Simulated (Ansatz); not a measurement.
# Decaying states in the gap of La2SOF2, part 2 of 3

Aim: relax a made-up compound, La2SOF2, and see how good a tunnel barrier it would be. It is built by putting S for part of the O in the LaOF structure of space group P4/nmm, with the volume rescaled by atomic radii. The parent structure comes from the Materials Project.

Ansatz 0.2.0; PBE DFT, plane waves, PAW files (the session's first sound run).

So far. Step 2 (Cell and atoms at rest): The largest force component on a free atom ends at 0.0043 eV/Å.

The structure was built from a prototype and need not be the compound's stable phase.

## Step 3: The bulk crystal and its band edges

The energy window and the wavevectors of the next steps follow from the band edges, so these are searched first, off the mesh as well.

The input, input.yaml:

```yaml
crystal:
  lattice:
    - [4.3831873975, 0.0, 0.0]
    - [0.0, 4.3831873975, 0.0]
    - [0.0, 0.0, 6.1236691345]
  atoms:
    - { symbol: La, position: [0.5, 0.0, 0.7394317368] }
    - { symbol: La, position: [0.0, 0.5, 0.2605682632] }
    - { symbol: O, position: [0.0, 0.0, 0.5] }
    - { symbol: S, position: [0.5, 0.5, 0.5] }
    - { symbol: F, position: [0.5, 0.5, 0.0] }
    - { symbol: F, position: [0.0, 0.0, 0.0] }
kpoints:
  mp_grid: { grid: [6, 6, 4] }
  band_path: { path: [VBM, CBM], npoints: 30 }
scf:
  occupations: { method: fixed }
hamiltonian:
  xc: pbe
output:
  eigenvalues: true
  write_potential: true
  write_density: true
  volumetric_format: npy
```

Command:

```
$ ansatz run input.yaml --threads 2 --pin off --max-ram 4096MiB --backend cpu --events-out ev --progress --plain --runs-dir out
```

Numbers of over 12 decimals in the logs are rounded to 6 here.

The program printed:

```text
[...]
Crystal: 6 atoms, lattice volume = 117.650 Å³
Basis set: ecut = 420 eV, 2325 PW (Γ)
Bands: 30, of which v1, the nominal top of the filled ones, is band 24 counted from 1 (23 counted from 0)
Symmetry: 8 space group operations
[...]
k-points: 30 of 144 (time reversal used)
[...]
SCF iter   1: F=—  HF=-15597.282297 eV  |F-HF|=—  |Δ(HF+E_count)|=         —  Δρ=3.49e-3  dr2=2.03e-2  ethr=1.77e-3  ⟨swp⟩=5.9  Hψ=3746  notcnv=0  defer=70
[...]
SCF iter   8: F=-15597.281097 eV  HF=-15597.281097 eV  |F-HF|=2.87e-8  |Δ(HF+E_count)|=   5.01e-7  Δρ=9.70e-6  dr2=7.03e-8  ethr=2.08e-10  ⟨swp⟩=15.2  Hψ=4525  notcnv=0
SCF 1 converged in 8 iterations: F = -15597.281097 eV  dr2 = 7.03e-8
[...]
NSCF: frozen V_eff on 40 k-points
[...]
SCF converged after 8 iterations
Free energy (F): -15597.281097 eV
[...]
Internal energy: -15597.281097 eV  (E = F + TS)
E sigma→0 (E₀):  -15597.281097 eV
Fermi energy:    7.697195 eV
[...]
--- Band table (eV; the first three rows and the last of 30) ---
  k-point 0: bands = [... 20 lower, 5.8851, 6.5985, 7.5357, 7.5357, 11.0896, 11.1508, 11.2883, 11.3049, ... 2 higher]
  k-point 1: bands = [... 20 lower, 5.5643, 6.3887, 7.5778, 7.5778, 11.0940, 11.1187, 11.3241, 11.3241, ... 2 higher]
  k-point 2: bands = [... 20 lower, 5.5587, 6.1794, 7.6182, 7.6182, 11.0994, 11.1707, 11.3267, 11.3502, ... 2 higher]
  k-point 29: bands = [... 20 lower, 6.7164, 7.0743, 7.5164, 7.5164, 10.8859, 10.8859, 11.1577, 11.2466, ... 2 higher]
```

It took 15 s on 2 threads of AMD EPYC 9R14 (Zen 4), shared host; peak memory 0.45 GiB.

In the SCF lines HF is the Harris–Foulkes energy and dr2 the Hartree energy of the density residual, in eV; the loop may stop once dr2 is under the threshold and the program's other checks hold. Hψ counts applications of the Hamiltonian.

Numbers from this step:

```yaml
free_energy: -15597.2811 eV
fermi_energy: 7.697 eV
gap_on_the_k_mesh: 3.174 eV
gap_on_path: 3.125 eV, by band count; negative where bands overlap
direct_gap_on_path: 3.191 eV
edge_places_on_path: 0, 1.054 1/A along the path
```

Electronic bands along the path, in eV, zero at the Fermi level (highest filled level under fixed occupations); # counts the bands kept:

```
point     #8     #9    #10    #11    #12   #13   #14   #15
  VBM  -1.90  -1.66  -1.09  -1.09   0.03  3.32  3.38  3.55
  CBM  -2.24  -1.26  -0.76  -0.50  -0.06  3.15  3.25  3.49
```

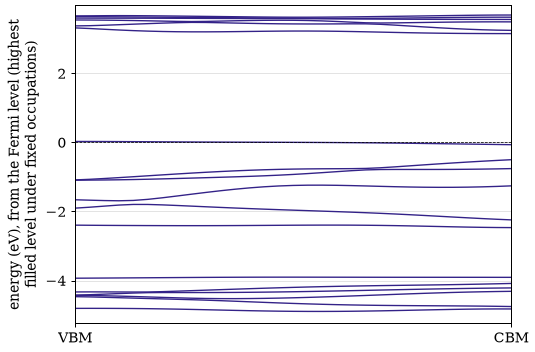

Electronic bands along the path.

The searched edges give 3.13 eV, under the 3.17 eV of the mesh, which misses an edge.

## Step 4: Complex bands, plane (110), k-mesh 4×8×8

This step: PBE DFT, plane waves, PAW files; complex bands by layer matching along the plane's normal (Ansatz 0.2.0).

The same crystal is laid in a cell whose first two vectors span the (110) plane (indices of the standard conventional cell, whose axes can be ordered otherwise than in the bulk input). At fixed energy and wavevector in the plane the solver finds all kz, real and complex. A few wavevectors are listed, (0, 0) and (-0.5, 0) in units of the plane's reciprocal vectors; the slowest state needn't be among them.

The input, input.yaml:

```yaml
crystal:
  lattice:
    - [6.123669134, 0.0, 0.0]
    - [0.0, 6.198763064, 0.0]
    - [0.0, 3.099381532, 3.099381532]
  atoms:
    - { symbol: La, position: [0.7394317368, 0.0, 0.5] }
    - { symbol: La, position: [0.2605682632, 0.5, 0.5] }
    - { symbol: O, position: [0.5, 0.0, 0.0] }
    - { symbol: S, position: [0.5, 0.5, 0.0] }
    - { symbol: F, position: [0.0, 0.5, 0.0] }
    - { symbol: F, position: [0.0, 0.0, 0.0] }
kpoints:
  mp_grid: { grid: [4, 8, 8] }
scf:
  occupations: { method: fixed }
hamiltonian:
  xc: pbe
output:
  eigenvalues: true
  transmission:
    leads: [[0, 0]]
    kpoints: [[0.0, 0.0], [-0.5, 0.0]]
    e_range: [-1.0, 4.13]
    de: 0.1
```

The program printed:

```text
[...]
Crystal: 6 atoms, lattice volume = 117.650 Å³
Basis set: ecut = 420 eV, 2325 PW (Γ)
Bands: 30, of which v1, the nominal top of the filled ones, is band 24 counted from 1 (23 counted from 0)
Symmetry: 8 space group operations
[...]
k-points: 45 of 256 (time reversal used)
[...]
SCF iter   1: F=—  HF=-15597.282581 eV  |F-HF|=—  |Δ(HF+E_count)|=         —  Δρ=3.50e-3  dr2=2.03e-2  ethr=1.77e-3  ⟨swp⟩=6.0  Hψ=5603  notcnv=0  defer=113
[...]
SCF iter   8: F=-15597.281349 eV  HF=-15597.281349 eV  |F-HF|=9.60e-9  |Δ(HF+E_count)|=   5.00e-7  Δρ=7.97e-6  dr2=4.89e-8  ethr=2.08e-10  ⟨swp⟩=15.8  Hψ=6705  notcnv=0
SCF 1 converged in 8 iterations: F = -15597.281349 eV  dr2 = 4.89e-8
[...]
transmission: 4 of 8 steps passed
transmission: 8 of 8 steps passed
SCF converged after 8 iterations
Free energy (F): -15597.281349 eV
[...]
Internal energy: -15597.281349 eV  (E = F + TS)
E sigma→0 (E₀):  -15597.281349 eV
Fermi energy:    7.726148 eV
[...]
--- Band table (eV; the first three rows and the last of 45) ---
  k-point 0: bands = [... 20 lower, 5.8851, 6.5985, 7.5357, 7.5357, 11.0896, 11.1509, 11.2884, 11.3049, ... 2 higher]
  k-point 1: bands = [... 20 lower, 6.0178, 6.6535, 7.0554, 7.6000, 11.0386, 11.1695, 11.2902, 11.3245, ... 2 higher]
  k-point 2: bands = [... 20 lower, 6.2816, 6.5307, 6.8173, 7.6988, 10.9276, 11.1732, 11.2666, 11.3128, ... 2 higher]
  k-point 44: bands = [... 20 lower, 6.0103, 6.5169, 6.9304, 6.9859, 10.9832, 11.0765, 11.2853, 11.3191, ... 2 higher]
--- Transmission ---
  basis      : 337 plane waves across, 4 finite elements along
  points     : 2, as listed
  energies   : 52 from -1.000000 to 4.100000 eV about the Fermi level, 0.100000 eV apart; the leads are filled to 1.562688 eV, and channels, transmission and decay are at 1.600000 eV
  crystal 0  : O1S1F2La2, at the sites [0, 0], period 3.0994 Å: whole cells are its period
    offset         : up to 0.0000 Å between an atom of the period and one for which it stands
    channels       : 0.000000e0 a spin
    conductance    : none, the energies end too early or step too widely for 300 K: set another output.transmission.e_range or a lower de, or, where they end at an eighth of basis.ecutwfc, a higher one
    slowest decay  : 0.3043 /Å at (0.0000, 0.0000)
```

Run time: 51 s. Hardware: 2 threads; peak memory 1.2 GiB.

This step gave:

| Property | Result |
| --- | --- |
| free energy | -15597.2813 eV |
| Fermi energy | 7.726 eV |
| gap on the k-mesh | 3.125 eV |
| level to which the leads are filled | 1.563 eV from the Fermi level |
| decay constant at the filling level, zone centre | 0.3043 Å⁻¹ |
| decay constant at the filling level, slowest listed point | 0.3043 Å⁻¹ |

K parallel (0, 0); values up to 1.5 1/Å, a degenerate pair printed once or twice; energies at which all values exceed this have no row. Im kz of the slowest decaying states against energy, zero at the highest filled level on the SCF mesh:

```
energy (eV)  decay 1 (Å⁻¹)  decay 2 (Å⁻¹)  decay 3 (Å⁻¹)  decay 4 (Å⁻¹)
     -1.000          0.602          0.633          0.748          0.794
     -0.500          0.159          0.348          0.436          0.595
      0.000          0.113          0.138          0.153          0.577
      0.500          0.237          0.262          0.455          0.612
      1.000          0.282          0.316          0.559          0.616
      1.500          0.302          0.345          0.606          0.606
      2.000          0.305          0.361          0.592          0.595
      2.500          0.289          0.365          0.515          0.533
      3.000          0.244          0.331          0.382          0.394
      3.500         0.0428         0.0862          0.121          0.131
      4.000         0.0648          0.390          0.484          0.543
```

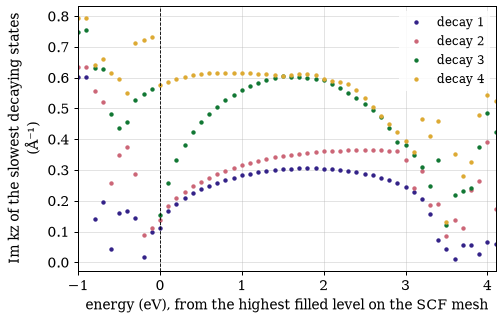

Im kz of the slowest decaying states, plotted against energy.

K parallel (-0.5, 0); values up to 1.5 1/Å, a degenerate pair printed once or twice; energies at which all values exceed this have no row. Table of Im kz of the slowest decaying states by energy, zero at the highest filled level on the SCF mesh:

```
energy (eV)  decay 1 (Å⁻¹)  decay 2 (Å⁻¹)  decay 3 (Å⁻¹)  decay 4 (Å⁻¹)
     -1.000         0.0427          0.520          0.538          0.623
     -0.500          0.182          0.344          0.488          0.514
      0.000         0.0221          0.114          0.179          0.513
      0.500          0.249          0.303          0.465          0.513
      1.000          0.312          0.367          0.495          0.562
      1.500          0.346          0.404          0.467          0.569
      2.000          0.360          0.422          0.425          0.552
      2.500          0.353          0.353          0.430          0.527
      3.000          0.205          0.304          0.360          0.408
      3.500          0.230          0.284          0.407          0.446
      4.000          0.216          0.218          0.312          0.373
```

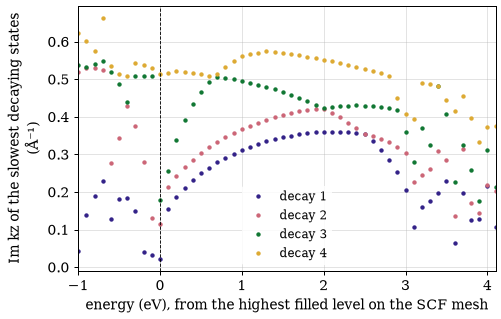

Im kz of the slowest decaying states, plotted against energy.

At the listed wavevectors the last open channel is at -0.10 eV and the next at +3.20 eV on the grid. At +1.60 eV, the grid energy nearest the filling level (the middle of the gap on the SCF mesh), the slowest state at the listed wavevectors decays with κ = 0.304 Å⁻¹, its amplitude falling by e over 3.3 Å. Through 1 nm of this crystal that state's transmission falls by exp(−2 × 0.304 Å⁻¹ × 10 Å) = 0.0023.

## Step 5: Decay over the two-dimensional zone

The listed points could miss the slowest state, so one energy near mid-gap is solved on a mesh of 8×12.

input.yaml: that of step 4 with these lines changed.

```diff
@@ -20,6 +20,2 @@
   eigenvalues: true
-  transmission:
-    leads: [[0, 0]]
-    kpoints: [[0.0, 0.0], [-0.5, 0.0]]
-    e_range: [-1.0, 4.13]
-    de: 0.1
+  transmission: { leads: [[0, 0]], kmesh: [8, 12], e_range: [1.56, 1.57], de: 0.05 }
```

The program printed:

```text
[...]
Crystal: 6 atoms, lattice volume = 117.650 Å³
Basis set: ecut = 420 eV, 2325 PW (Γ)
Bands: 30, of which v1, the nominal top of the filled ones, is band 24 counted from 1 (23 counted from 0)
Symmetry: 8 space group operations
[...]
k-points: 45 of 256 (time reversal used)
[...]
SCF iter   1: F=—  HF=-15597.282581 eV  |F-HF|=—  |Δ(HF+E_count)|=         —  Δρ=3.50e-3  dr2=2.03e-2  ethr=1.77e-3  ⟨swp⟩=6.0  Hψ=5603  notcnv=0  defer=113
[...]
SCF iter   8: F=-15597.281349 eV  HF=-15597.281349 eV  |F-HF|=9.60e-9  |Δ(HF+E_count)|=   5.00e-7  Δρ=7.97e-6  dr2=4.89e-8  ethr=2.08e-10  ⟨swp⟩=15.8  Hψ=6705  notcnv=0
SCF 1 converged in 8 iterations: F = -15597.281349 eV  dr2 = 4.89e-8
[...]
transmission: 32 of 200 steps passed
transmission: 48 of 200 steps passed
[...]
transmission: 200 of 200 steps passed
SCF converged after 8 iterations
Free energy (F): -15597.281349 eV
[...]
Internal energy: -15597.281349 eV  (E = F + TS)
E sigma→0 (E₀):  -15597.281349 eV
Fermi energy:    7.726148 eV
[...]
--- Band table (eV; the first three rows and the last of 45) ---
  k-point 0: bands = [... 20 lower, 5.8851, 6.5985, 7.5357, 7.5357, 11.0896, 11.1509, 11.2884, 11.3049, ... 2 higher]
  k-point 1: bands = [... 20 lower, 6.0178, 6.6535, 7.0554, 7.6000, 11.0386, 11.1695, 11.2902, 11.3245, ... 2 higher]
  k-point 2: bands = [... 20 lower, 6.2816, 6.5307, 6.8173, 7.6988, 10.9276, 11.1732, 11.2666, 11.3128, ... 2 higher]
  k-point 44: bands = [... 20 lower, 6.0103, 6.5169, 6.9304, 6.9859, 10.9832, 11.0765, 11.2853, 11.3191, ... 2 higher]
--- Transmission ---
  basis      : 337 plane waves across, 4 finite elements along
  points     : 50, standing for a mesh of 8 x 12
  energies   : 1 from 1.560000 to 1.560000 eV about the Fermi level; the leads are filled to 1.562688 eV, and channels, transmission and decay are at 1.560000 eV
  crystal 0  : O1S1F2La2, at the sites [0, 0], period 3.0994 Å: whole cells are its period
[...]
channels       : 0.000000e0 a spin
    conductance    : none, crystal 0 has no channel at the energies, or these end too early or step too widely for 300 K: set another output.transmission.e_range or a lower de, or, where they end at an eighth of basis.ecutwfc, a higher one
    slowest decay  : 0.3036 /Å at (0.0000, 0.0000)
```

Wall time 87 s (2 threads); peak memory 1.1 GiB; 2.9 min of CPU time.

This step gave:

```yaml
least_decay_constant_on_the_mesh: 0.3036 Å⁻¹
```

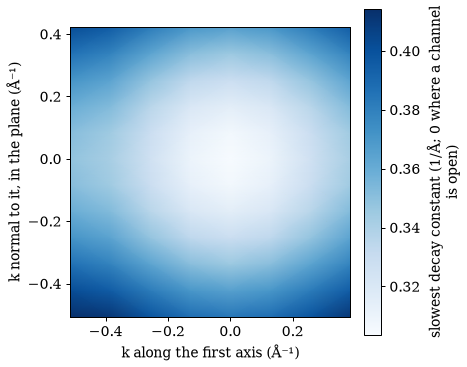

Slowest decay constant (1/Å; 0 where a channel is open) over k1 and k2. At 1.5600 eV from the Fermi level.

The least value on the mesh is 0.304 Å⁻¹ at +1.56 eV. At that energy the listed points give about 0.304 Å⁻¹ by interpolation, so the mesh holds no clearly slower state.

## Step 6: Complex bands, plane (001), k-mesh 6×6×4

The same for the (001) plane, at (0, 0), (0.3802, 0.3802) and (0.25, 0.25), to see how the decay depends on direction.

The input, input.yaml:

```yaml
crystal:
  lattice:
    - [4.383187398, 0.0, 0.0]
    - [0.0, 4.383187398, 0.0]
    - [0.0, 0.0, 6.123669134]
  atoms:
    - { symbol: La, position: [0.5, 0.0, 0.7394317368] }
    - { symbol: La, position: [0.0, 0.5, 0.2605682632] }
    - { symbol: O, position: [0.0, 0.0, 0.5] }
    - { symbol: S, position: [0.5, 0.5, 0.5] }
    - { symbol: F, position: [0.5, 0.5, 0.0] }
    - { symbol: F, position: [0.0, 0.0, 0.0] }
kpoints:
  mp_grid: { grid: [6, 6, 4] }
scf:
  occupations: { method: fixed }
hamiltonian:
  xc: pbe
output:
  eigenvalues: true
  transmission:
    leads: [[0, 0]]
    kpoints: [[0.0, 0.0], [0.3802, 0.3802], [0.25, 0.25]]
    e_range: [-1.0, 4.13]
    de: 0.13
```

The program printed:

```text
[...]
Crystal: 6 atoms, lattice volume = 117.650 Å³
Basis set: ecut = 420 eV, 2325 PW (Γ)
Bands: 30, of which v1, the nominal top of the filled ones, is band 24 counted from 1 (23 counted from 0)
Symmetry: 8 space group operations
[...]
k-points: 30 of 144 (time reversal used)
[...]
SCF iter   1: F=—  HF=-15597.282297 eV  |F-HF|=—  |Δ(HF+E_count)|=         —  Δρ=3.49e-3  dr2=2.03e-2  ethr=1.77e-3  ⟨swp⟩=5.9  Hψ=3746  notcnv=0  defer=70
[...]
SCF iter   8: F=-15597.281097 eV  HF=-15597.281097 eV  |F-HF|=2.84e-8  |Δ(HF+E_count)|=   5.01e-7  Δρ=9.68e-6  dr2=7.00e-8  ethr=2.08e-10  ⟨swp⟩=15.2  Hψ=4522  notcnv=0
SCF 1 converged in 8 iterations: F = -15597.281097 eV  dr2 = 7.00e-8
[...]
transmission: 8 of 24 steps passed
transmission: 16 of 24 steps passed
transmission: 24 of 24 steps passed
SCF converged after 8 iterations
Free energy (F): -15597.281097 eV
[...]
Internal energy: -15597.281097 eV  (E = F + TS)
E sigma→0 (E₀):  -15597.281097 eV
Fermi energy:    7.697195 eV
[...]
--- Band table (eV; the first three rows and the last of 30) ---
  k-point 0: bands = [... 20 lower, 5.8851, 6.5985, 7.5357, 7.5357, 11.0896, 11.1508, 11.2883, 11.3049, ... 2 higher]
  k-point 1: bands = [... 20 lower, 5.5643, 6.3887, 7.5778, 7.5778, 11.0940, 11.1187, 11.3241, 11.3241, ... 2 higher]
  k-point 2: bands = [... 20 lower, 5.5587, 6.1794, 7.6182, 7.6182, 11.0994, 11.1707, 11.3267, 11.3502, ... 2 higher]
  k-point 29: bands = [... 20 lower, 6.7164, 7.0743, 7.5164, 7.5164, 10.8859, 10.8859, 11.1577, 11.2466, ... 2 higher]
--- Transmission ---
  basis      : 177 plane waves across, 8 finite elements along
  points     : 3, as listed
[...]
crystal 0  : La2F2O1S1, at the sites [0, 0], period 6.1237 Å: whole cells are its period
[...]
channels       : 0.000000e0 a spin
[...]
slowest decay  : 0.4442 /Å at (0.0000, 0.0000)
```

It took 15 s on 2 threads; peak memory 0.67 GiB.

Numbers from this step:

```yaml
free_energy: -15597.2811 eV
fermi_energy: 7.697 eV
gap_on_the_k_mesh: 3.174 eV
level_to_which_the_leads_are_filled: 1.587 eV from the Fermi level
decay_constant_at_the_filling_level_zone_centre: 0.4442 Å⁻¹
decay_constant_at_the_filling_level_slowest_listed_point: 0.4442 Å⁻¹
```

K parallel (0, 0); values up to 1.5 1/Å, a degenerate pair printed once or twice; energies at which all values exceed this have no row. The Im kz of the slowest decaying states by energy, zero at the highest filled level on the SCF mesh:

```
energy (eV)  decay 1 (Å⁻¹)  decay 2 (Å⁻¹)  decay 3 (Å⁻¹)  decay 4 (Å⁻¹)
     -1.000          0.152          0.301          0.539          0.776
     -0.480          0.322          0.370          0.438          0.792
      0.040          0.346          0.384          0.423          0.762
      0.560          0.418          0.463          0.660          0.694
      0.950          0.435          0.493          0.627          0.732
      1.470          0.445          0.528          0.759          0.760
      1.990          0.436          0.486          0.715          0.769
      2.510          0.405          0.429          0.671          0.761
      3.030          0.335          0.346          0.632          0.723
      3.550         0.0784          0.202          0.272          0.277
      3.940          0.123          0.179          0.258          0.886
```

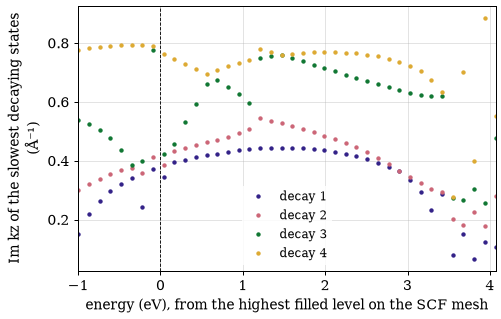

Im kz of the slowest decaying states, plotted against energy.

K parallel (0.3802, 0.3802); values up to 1.5 1/Å, a degenerate pair printed once or twice; energies at which all values exceed this have no row. Im kz of the slowest decaying states against energy, zero at the highest filled level on the SCF mesh:

```
energy (eV)  decay 1 (Å⁻¹)  decay 2 (Å⁻¹)  decay 3 (Å⁻¹)  decay 4 (Å⁻¹)
     -1.000          0.169          0.458          0.807          0.833
     -0.480          0.199          0.367          0.621          0.803
      0.040          0.482          0.556          0.647          0.772
      0.560          0.530          0.691          0.734          0.860
      0.950          0.548          0.705          0.712          0.886
      1.470          0.557          0.660          0.726          0.904
      1.990          0.549          0.601          0.723          0.918
      2.510          0.512          0.520          0.695          0.945
      3.030          0.303          0.435          0.609          0.648
      3.550          0.107          0.240          0.248          0.584
      3.940         0.0864          0.181          0.262          0.368
```

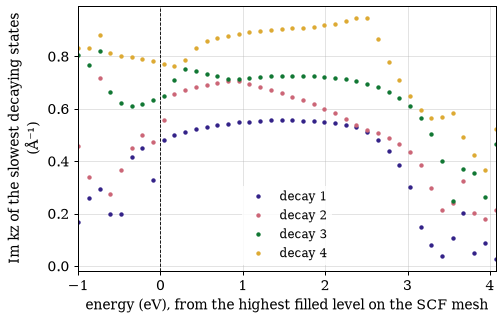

Im kz of the slowest decaying states against energy.

K parallel (0.25, 0.25); values up to 1.5 1/Å, a degenerate pair printed once or twice; energies at which all values exceed this have no row. Table of Im kz of the slowest decaying states by energy, zero at the highest filled level on the SCF mesh:

```
energy (eV)  decay 1 (Å⁻¹)  decay 2 (Å⁻¹)  decay 3 (Å⁻¹)  decay 4 (Å⁻¹)
     -1.000          0.340          0.533          0.577          0.692
     -0.480          0.357          0.508          0.614          0.786
      0.040          0.196          0.420          0.486          0.637
      0.560          0.462          0.566          0.631          0.791
      0.950          0.478          0.595          0.626          0.855
      1.470          0.486          0.607          0.618          0.917
      1.990          0.482          0.574          0.629          0.907
      2.510          0.463          0.517          0.630          0.854
      3.030          0.371          0.419          0.616          0.798
      3.550         0.0403          0.307          0.429          0.635
      3.940          0.114          0.217          0.326          0.397
```

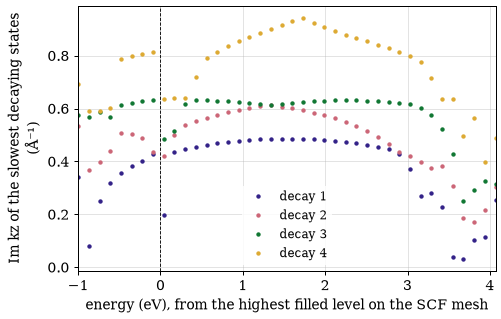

Im kz of the slowest decaying states against energy.

At the listed wavevectors the last open channel is at -0.09 eV and the next at +3.16 eV on the grid. At +1.60 eV, the grid energy nearest the filling level (the middle of the gap on the SCF mesh), the slowest state at the listed wavevectors decays with κ = 0.444 Å⁻¹, its amplitude falling by e over 2.3 Å; the first such run, plane (110), gave 0.304 Å⁻¹.

[end of part 2 of 3]

[Logs are printed without paths, hosts, clocks, repeated set-up lines and the standing remarks that a program may print on its own settings, such as how far it seeks lower states.]

[Hosts, paths, dates, database ids (printed as entryN), source tags and the programs' standing remarks are cut or masked in the printed files.]
